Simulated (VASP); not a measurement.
Data:

```xyz
8
Lattice="-3.1872 3.1872 6.3968 3.1872 -3.1872 6.3968 3.1872 3.1872 -6.3968" Properties=species:S:1:pos:R:3 pbc="T T T"
Mg     0.0000     3.1872     3.1984
Mg     0.0000     0.0000     0.0000
Cd     3.1872     0.0000     3.1984
Cd     0.0000     0.0000     6.3968
Te     1.5936     1.6182     4.7976
Te     1.6182    -1.5936     7.9960
Te     1.5936     1.5691    -1.5992
Te     1.5691     4.7808     1.5992
```

The numbers are results of LDA (Ceperley-Alder, Perdew-Zunger), VASP's LDA PAW potentials (set 64) (plane waves; VASP), not measurements. Run with 400 eV cut-off, 6×6×6 Γ-centred mesh, tetrahedra with Blöchl corrections, potentials Mg Cd Te.

Unless said otherwise, spin-orbit coupling is left out, though it shifts the bands of the heavy elements here.

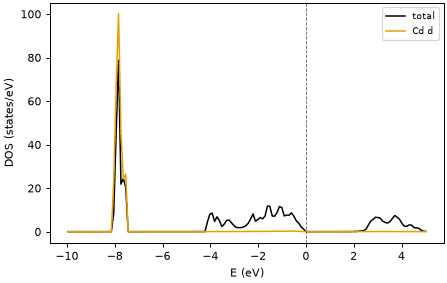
Figure. Total and projected density of states, zero at the valence-band maximum

Within 2 eV below the valence-band maximum the largest weight inside VASP's projection spheres is Te p.

The gap is direct, 1.55 eV, from the valence maximum at Γ to the conduction minimum at Γ.

The structure comes from a computed database's MgCdTe2 entry (I-42d); how it stands against other phases isn't given here. It was relaxed first, which changed the volume by -6 %.
